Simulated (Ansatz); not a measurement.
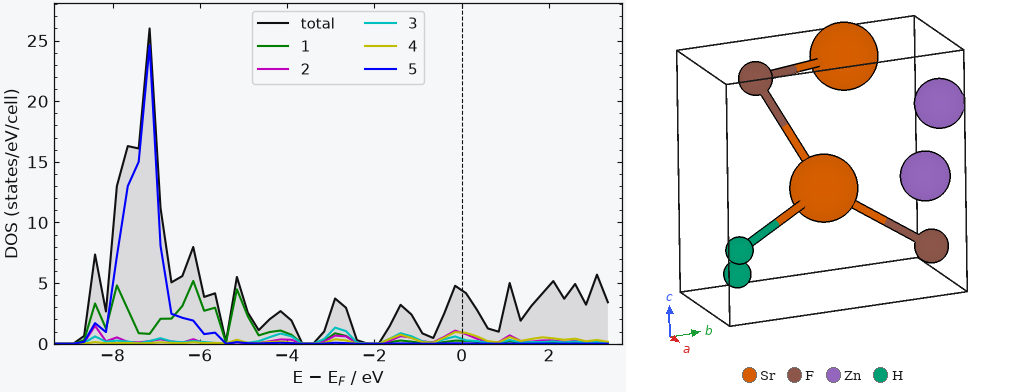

Density of states, beside the structure. Energies are counted from the Fermi level. The partial curves are projected on Löwdin-orthogonalised atomic shells; they sum to less than the total at higher energies, where shells without a projector contribute.

The material is SrZnHF (amorphous cell), 8 atoms in the cell.

Computed with Ansatz 0.2.0: DFT with PBE, PAW plane waves, no spin polarisation, 4×4×4 k mesh, 420 eV cutoff, Fermi-Dirac smearing of 0.1 eV.

Question: The numbered curves are projections. Which is which? The candidates: F 2p, H 1s, Sr 5s, Zn 3d, Zn 4s.

Answer: 1 is F 2p; 2 is H 1s; 3 is Zn 4s; 4 is Sr 5s; 5 is Zn 3d.

Question: What is the density of states at the Fermi level?

Answer: It is a metal. The density of states at the Fermi level is about 4.5 per eV and cell (mean within 0.25 eV), or 0.56 per atom.

The atoms aren't at rest in this cell (largest force 2.6 eV/Å), so the relaxed material can differ.
